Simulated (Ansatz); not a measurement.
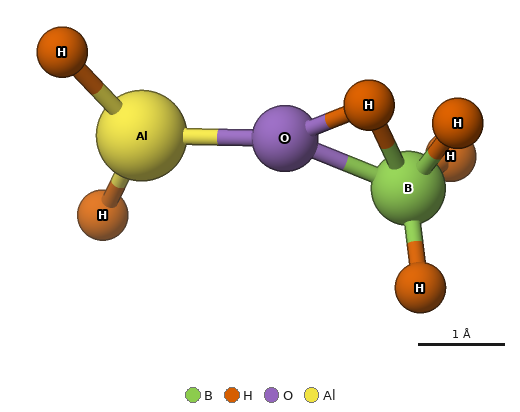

Figure 1. The structure (ball-and-stick view, seen at a tilt). Sticks mark near contacts.

# Frequency calculation of AlBH$_{6}$O

AlBH$_{6}$O, computed with RKS PBE-D4/def2-SVP (Ansatz 0.2.0).

It belongs to a series of runs on one base structure; here: vibrations at the highest image of the band.

Input:
```yaml
crystal:
  periodic: [false, false, false]
  atoms:
    - { symbol: B, position_ang: [-0.107127, -0.108681, 0.205837] }
    - { symbol: H, position_ang: [0.546781, -0.005925, 1.385562] }
    - { symbol: H, position_ang: [0.677522, 0.283617, -0.640313] }
    - { symbol: H, position_ang: [-1.167876, 0.470498, 0.364455] }
    - { symbol: O, position_ang: [-0.214191, -1.673221, 0.295866] }
    - { symbol: Al, position_ang: [-0.813365, -3.132732, -0.415181] }
    - { symbol: H, position_ang: [-0.483807, -4.464667, 0.388628] }
    - { symbol: H, position_ang: [-1.62185, -3.01728, -1.780459] }
    - { symbol: H, position_ang: [0.345211, -1.022209, 1.198307] }
basis:
  gaussian: { orbitals: def2-SVP }
hamiltonian:
  xc: pbe
  dispersion: d4
phonons: {}
```

Command:
```bash
ansatz run input.yaml --threads 1 --pin off --max-ram 2048MiB --backend cpu --events-out ev --progress --plain --runs-dir out
```

Output:
```
Engine: ansatz 0.2.0, x86_64-unknown-linux-gnu
Functional definition: PBE
  parameter kappa = 0.804
  parameter beta = 0.06672455060314922
  exchange = pbe_x(kappa = kappa, mu = beta*pi^2/3)
  correlation = pbe_c(beta = beta)
838 factors; their error is unknown
mean field evaluation 1: about -9399.5395 eV, gradient 5.3e1 eV
mean field evaluation 2: about -9353.6201 eV, gradient 1.5e2 eV
mean field evaluation 4: about -9405.5130 eV, gradient 8.3e0 eV
mean field evaluation 8: about -9405.7119 eV, gradient 2.6e-1 eV
mean field evaluation 16: about -9405.6811 eV, gradient 3.5e-5 eV
mean field -9405.68112956 eV, -345.6524061118 hartree, gradient 3.5e-5 eV, S^2 0.000000; 0 other end points of the search recorded, 0 dependent functions left out
the calculation of the forces begins
reference -9405.68117127 eV, -345.6524076447 hartree; 16, 16 occupied and 60, 60 virtual orbitals, 838 factors
these checks for a lower state are left out or cut short: stability, starts, cluster_reference, orbital_swaps, neighbouring_geometries, increment
838 factors; their error is unknown
mean field -9405.68103901 eV, -345.6524027841 hartree, gradient 2.1e-6 eV, S^2 0.000000; 0 other end points of the search recorded, 0 dependent functions left out
[... from here on the field's lines of each further geometry are left out, up to the last ...]
the calculation of the forces begins
reference -9405.68113254 eV, -345.6524062214 hartree; 16, 16 occupied and 60, 60 virtual orbitals, 838 factors
these checks for a lower state are left out or cut short: stability, starts, cluster_reference, orbital_swaps, neighbouring_geometries, increment
838 factors; their error is unknown
mean field -9405.68110871 eV, -345.6524053454 hartree, gradient 1.2e-6 eV, S^2 0.000000; 0 other end points of the search recorded, 0 dependent functions left out
the calculation of the forces begins
reference -9405.68115042 eV, -345.6524068784 hartree; 16, 16 occupied and 60, 60 virtual orbitals, 838 factors
WARN: phonons: modes at or below zero, which the zero-point energy, F, S and C_V leave out: 1, the lowest at -1192.60 cm⁻¹. A minimum has none, and a first-order saddle one
Total energy: -9405.80052971 eV, -345.6567939863 hartree
Atom 0 at    -0.107127    -0.108681     0.205837 Å, force    -0.000377     0.001158     0.000428 eV/Å
Atom 1 at     0.546781    -0.005925     1.385562 Å, force     0.001410    -0.000355    -0.000538 eV/Å
Atom 2 at     0.677522     0.283617    -0.640313 Å, force    -0.000871    -0.000310    -0.001019 eV/Å
Atom 3 at    -1.167876     0.470498     0.364455 Å, force     0.000295     0.000432     0.001200 eV/Å
Atom 4 at    -0.214191    -1.673221     0.295866 Å, force    -0.001641     0.000907     0.002706 eV/Å
Atom 5 at    -0.813365    -3.132732    -0.415181 Å, force     0.001456    -0.000345    -0.000697 eV/Å
Atom 6 at    -0.483807    -4.464667     0.388628 Å, force    -0.000933     0.000148     0.000652 eV/Å
Atom 7 at    -1.621850    -3.017280    -1.780459 Å, force     0.001370    -0.000229    -0.000763 eV/Å
Atom 8 at     0.345211    -1.022209     1.198307 Å, force    -0.000709    -0.001406    -0.001969 eV/Å
Dipole moment:     0.022267    -0.359900     0.124614 e Å
Vibrations: -1192.60 83.47 109.39 154.57 532.39 589.74 599.29 761.10 843.68 925.10 929.58 1028.30 1089.09 1137.32 1343.72 1905.72 1925.79 2002.42 2143.68 2482.07 2573.45 cm⁻¹, zero-point energy 1.435729 eV
```

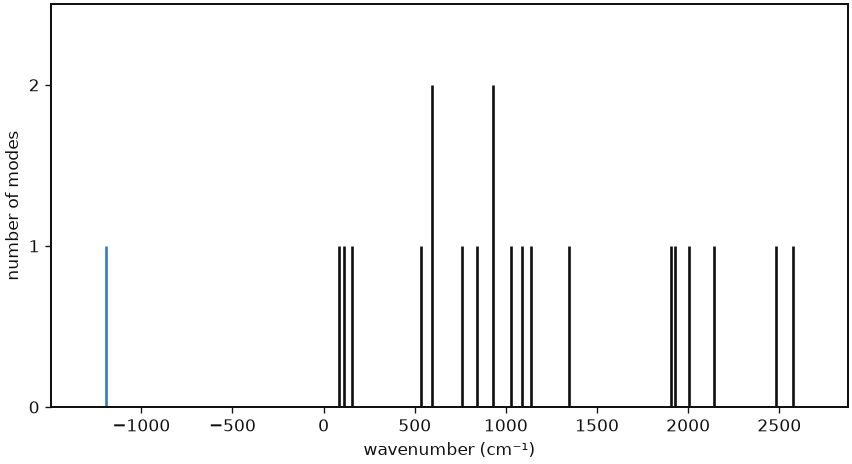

Figure 2. Harmonic vibrational wavenumbers from the force constants; neighbouring modes closer than 17 cm⁻¹ are counted in one stick, and imaginary ones are drawn at negative wavenumbers. 21 modes from 1193i to 2573 cm⁻¹, 1 imaginary beyond 8i (1193i cm⁻¹): a first-order saddle point, if the geometry is stationary.

Summary:

```csv
quantity,value
outcome,converged
total energy,−9405.8005 eV
mean-field energy,−9405.6812 eV
largest force (length of the vector),0.003 eV/Å
hardware,"1 thread of Intel Xeon @ 2.50GHz (Skylake/Cascade Lake), 32 GiB of memory available, shared host"
wall time,1.9 min
peak memory,0.12 GiB
```
